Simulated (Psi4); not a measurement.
# DSD-PBEP86/def2-TZVP (core potential, density fitting for correlation) run of SnH4S (Sn(SH)H3)

What is the energy change on altering one bond length of SnH4S (Sn(SH)H3) at DSD-PBEP86/def2-TZVP (core potential, density fitting for correlation)? 

Program for the calculation: Psi4 1.11.

2 further runs of the same task are left out: 2 set aside as unsound or not needed.

## (1) The molecule

SnH4S has 6 atoms, charge 0, and is taken as a singlet. As SMILES, `[H][Sn]([H])([H])[SH]`. The shape comes from GFN2-xTB, which is rough for such elements, and wasn't checked as a minimum.

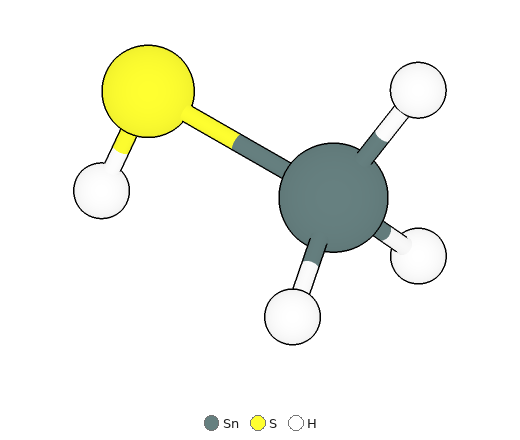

The structure, seen from a chosen angle (tin teal, sulfur yellow, hydrogen white).

## (2) A single-point energy at DSD-PBEP86/def2-TZVP (core potential, density fitting for correlation)

calc.inp reads:

```
memory 1600 mb

molecule m {
  0 1
  Sn
  S 1 2.388999
  H 2 1.323666 1 95.57177
  H 1 1.662904 2 106.74721 3 177.46314
  H 1 1.673398 4 110.12001 2 120.06126
  H 1 1.676444 4 109.98053 5 120.29645
  symmetry c1
  no_reorient
  no_com
}

set basis def2-TZVP
set puream true
set e_convergence 1e-09
set d_convergence 1e-08
set scf_type pk
set dft_radial_points 99
set dft_spherical_points 590
set num_frozen_docc 9

result, w = energy("dsd-pbep86", return_wfn=True)
print_variables()
```

Launch:

```sh
$ psi4 calc.inp calc.out -n 1
```

calc.out:

```text
[...]
    !!!  WARNING: ECP capability is in beta. Please check occupations closely.  !!!
[...]
  Running in c1 symmetry.
[...]
  Nuclear repulsion =  117.999327039931089
[...]
  Multiplicity = 1
[...]
  Nalpha       = 21
  Nbeta        = 21
[...]
    Number of basis functions: 111
[...]
 WARNING: Atomic UHF is not converging! Try casting from a smaller basis or call Rob at CCMST.
   -------------------------
[...]
   @RKS iter   1:  -613.86570618691576   -1.42141e+00   4.62128e-03 DIIS/ADIIS
[...]
   @RKS iter  11:  -613.97336379529929   -1.59162e-12   3.63958e-09 DIIS
[...]
    Orbital Energies [Eh]
    ---------------------
    Doubly Occupied:
       1A    -90.861866     2A     -8.598995     3A     -6.374322
       4A     -6.372915     5A     -6.370602     6A     -5.611510
       7A     -3.855155     8A     -3.853090     9A     -3.852683
      10A     -1.236161    11A     -1.234714    12A     -1.234439
      13A     -1.228090    14A     -1.227982    15A     -0.877827
      16A     -0.632513    17A     -0.500421    18A     -0.428775
      19A     -0.421875    20A     -0.388964    21A     -0.336646
[...]
  @RKS Final Energy:  -613.97336379529929
   => Energetics <=
    Nuclear Repulsion Energy =            117.9993270399310887
    One-Electron Energy =               -1163.8086015928172401
    Two-Electron Energy =                 444.7938946783152119
    DFT Exchange-Correlation Energy =     -12.9579839207283740
    Empirical Dispersion Energy =           0.0000000000000000
    VV10 Nonlocal Energy =                  0.0000000000000000
    Total Energy =                       -613.9733637952992922
[...]
 Multipole Moments:
 ------------------------------------------------------------------------------------
     Multipole            Electronic (a.u.)      Nuclear  (a.u.)        Total (a.u.)
 ------------------------------------------------------------------------------------
 L = 1.  Multiply by 2.5417464519 to convert [e a0] to [Debye]
 Dipole X            :         -0.0160382            0.0104417           -0.0055965
 Dipole Y            :          1.4568830           -1.7562881           -0.2994051
 Dipole Z            :        -35.0596280           34.5455103           -0.5141176
 Magnitude           :                                                    0.5949720
[...]
```

Wall time 11 s (1 thread of AMD EPYC 9R45 (Zen 5), shared host); peak memory 0.63 GiB.

## (3) The distorted shape

run.py reads:

```python
import psi4

psi4.set_memory(1600000000)
psi4.set_num_threads(1)
psi4.set_output_file('h4ssn.out', False)

mol = psi4.geometry("""
Sn     1.153023    -1.636291     0.151176
S      1.206333    -1.615111     2.539486
H     -0.106717    -1.558281     2.696846
H      2.734303    -1.637371    -0.363414
H     -0.593590     1.340570    -1.129870
H      0.370163    -3.012271    -0.400434
symmetry c1
""")

psi4.set_options({
    'basis': 'def2-TZVP',
    'puream': True,
    'e_convergence': 1e-09,
    'd_convergence': 1e-08,
    'scf_type': 'pk',
    'dft_radial_points': 99,
    'dft_spherical_points': 590,
    'num_frozen_docc': 9,
})

E = psi4.energy("dsd-pbep86")
print(f'dsd-pbep86 energy: {E:.10f} Eh')
```

Launch:

```sh
$ python run.py
```

h4ssn.out:

```text
[...]
    !!!  WARNING: ECP capability is in beta. Please check occupations closely.  !!!
[...]
  Running in c1 symmetry.
[...]
  Nuclear repulsion =  113.167331416139248
[...]
  Multiplicity = 1
[...]
  Nalpha       = 21
  Nbeta        = 21
[...]
    Number of basis functions: 111
[...]
 WARNING: Atomic UHF is not converging! Try casting from a smaller basis or call Rob at CCMST.
   -------------------------
[...]
   @RKS iter   1:  -613.41729808714433   -1.02017e+00   5.79789e-03 DIIS/ADIIS
[...]
   @RKS iter  13:  -613.80498611754695   -6.36646e-12   4.44805e-09 DIIS
[...]
    Orbital Energies [Eh]
    ---------------------
    Doubly Occupied:
       1A    -90.896534     2A     -8.633019     3A     -6.408087
       4A     -6.406948     5A     -6.404593     6A     -5.658858
       7A     -3.903776     8A     -3.899849     9A     -3.898129
      10A     -1.281802    11A     -1.279530    12A     -1.279433
      13A     -1.274446    14A     -1.273217    15A     -0.907006
      16A     -0.641276    17A     -0.524448    18A     -0.454367
      19A     -0.422451    20A     -0.374230    21A     -0.262797
[...]
  @RKS Final Energy:  -613.80498611754695
   => Energetics <=
    Nuclear Repulsion Energy =            113.1673314161392483
    One-Electron Energy =               -1152.6728288951660488
    Two-Electron Energy =                 438.6073108242086391
    DFT Exchange-Correlation Energy =     -12.9067994627288662
    Empirical Dispersion Energy =           0.0000000000000000
    VV10 Nonlocal Energy =                  0.0000000000000000
    Total Energy =                       -613.8049861175470596
[...]
 Multipole Moments:
 ------------------------------------------------------------------------------------
     Multipole            Electronic (a.u.)      Nuclear  (a.u.)        Total (a.u.)
 ------------------------------------------------------------------------------------
 L = 1.  Multiply by 2.5417464519 to convert [e a0] to [Debye]
 Dipole X            :          2.7453702           -2.2954094            0.4499608
 Dipole Y            :         -3.9436607            2.6054357           -1.3382250
 Dipole Z            :        -33.2892736           33.6121981            0.3229245
 Magnitude           :                                                    1.4483063
[...]
```

Standard output:

```text
dsd-pbep86 energy: -614.0837292739 Eh
```

It took 11 s on 1 thread of AMD EPYC 9R45 (Zen 5), shared host; peak memory 0.64 GiB.

## (4) Outcome

Level: DSD-PBEP86/def2-TZVP (core potential, density fitting for correlation), 9 core orbitals frozen.

| quantity | value |
| --- | --- |
| first shape: total energy | -614.23417 Eh |
| first shape: HOMO energy (SCF part's orbitals) | -9.16 eV |
| first shape: LUMO energy (SCF part's orbitals) | 1.11 eV |
| first shape: HOMO–LUMO gap (SCF part's orbitals) | 10.27 eV |
| distorted shape: total energy | -614.08373 Eh |
| distorted shape: HOMO energy (SCF part's orbitals) | -7.15 eV |
| distorted shape: LUMO energy (SCF part's orbitals) | -2.67 eV |
| distorted shape: HOMO–LUMO gap (SCF part's orbitals) | 4.48 eV |
| energy change with the Sn1–H5 bond stretched from 1.673 to 3.681 Å | 4.094 eV |

**Reading.** With the Sn1–H5 bond stretched from 1.673 to 3.681 Å the energy rises by 4.09 eV (395 kJ/mol). The first shape isn't relaxed at this level, so the change isn't measured from a minimum. A restricted reference can't describe the breaking bond well at this length.
